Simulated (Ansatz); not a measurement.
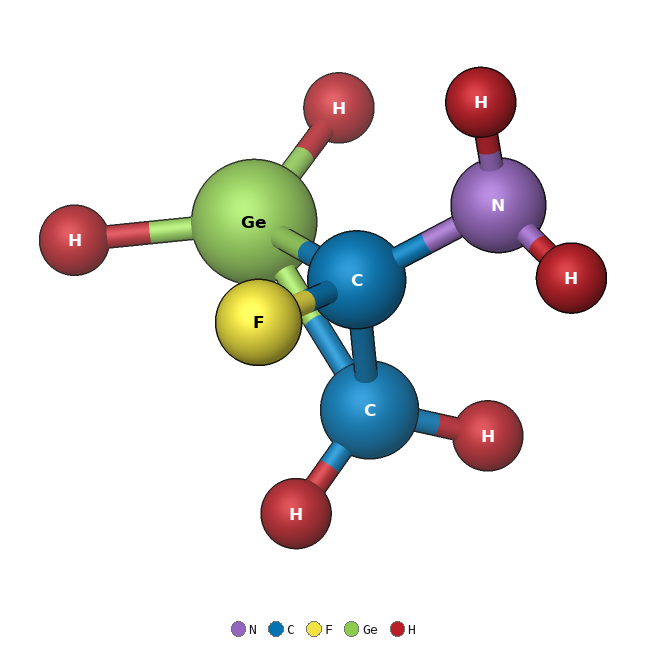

Ball-and-stick drawing of a structure.

The geometry was computed by an optimisation with PBE0-D4/def2-TZVP. No frequency run is at hand to confirm it as a minimum.

Question: Which formula does it have?

Answer: C2H6FGeN, 11 atoms: 2 carbon, 6 hydrogen, 1 fluorine, 1 germanium and 1 nitrogen.

Question: Which point group does it belong to?

Answer: C1.

Question: Count the bonded pairs by element.

Answer: 2 C–Ge, 2 N–H, 2 C–H, 2 Ge–H, 1 C–N, 1 C–F, 1 C–C.

Question: Name functional groups in it.

Answer: Among them: primary amine, C–F bond.

The parts below concern this one geometry. Atoms keep their numbers from picture to picture.

### Levels of theory compared

No frequency run is at hand to confirm it as a minimum. Program: Ansatz 0.2.0.

Compare HOMO–LUMO gap (eV), HOMO energy (eV) at these levels: B3LYP-D4/def2-TZVPP; PBE-D4/def2-TZVPP; PBE0-D4/def2-TZVPP; r2SCAN-D4/def2-TZVPP; ωB97M-V/def2-TZVPP; ωB97X-V/def2-TZVPP.

```csv
level,HOMO–LUMO gap (eV),HOMO energy (eV)
B3LYP-D4/def2-TZVPP,6.29,−6.40
PBE-D4/def2-TZVPP,4.82,−5.47
PBE0-D4/def2-TZVPP,6.73,−6.58
r2SCAN-D4/def2-TZVPP,5.27,−5.69
ωB97M-V/def2-TZVPP,10.60,−8.71
ωB97X-V/def2-TZVPP,10.92,−8.81
```

### Dipole moment

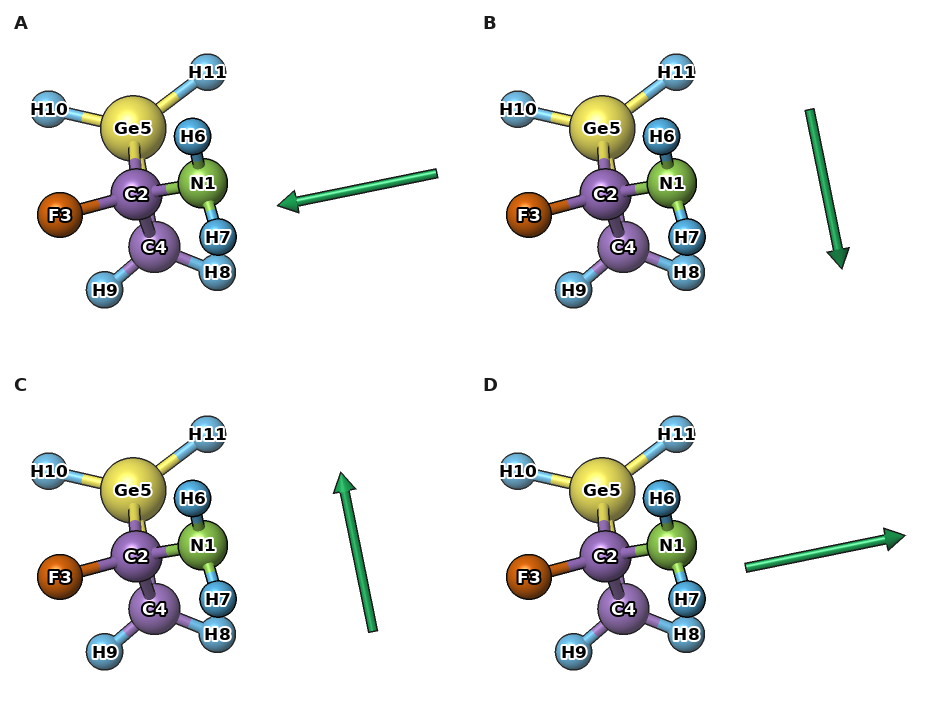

The same molecule four times, each with an arrow. No frequency run is at hand to confirm it as a minimum. Properties computed with RKS PBE0-D4/def2-TZVP (Ansatz 0.2.0).

Question: Which arrow points along the dipole moment, from the negative to the positive end?

Answer: D. The dipole moment is 1.06 D; it points from the side of F3, H10 to the side of H11 (the outermost atoms at the two ends).

### Charges

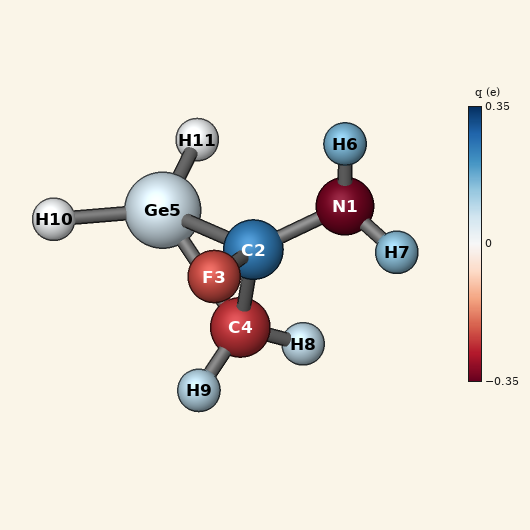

Atoms are coloured by their Mulliken charges. No frequency run is at hand to confirm it as a minimum. Method: RKS r2SCAN-D4/def2-TZVPP (Ansatz 0.2.0).

Question: Which atom carries the highest charge (most positive or least negative)?

Answer: C2 (0.25 e).

Question: And the lowest?

Answer: N1 (−0.34 e).

List the Mulliken charges.

| atom | value (e) |
| --- | --- |
| N1 | −0.34 |
| C2 | 0.25 |
| F3 | −0.23 |
| C4 | −0.25 |
| Ge5 | 0.06 |
| H6 | 0.16 |
| H7 | 0.14 |
| H8 | 0.09 |
| H9 | 0.10 |
| H10 | 0.01 |
| H11 | 0.01 |

Mulliken values depend strongly on the basis set and can even reverse the polarity of a bond.
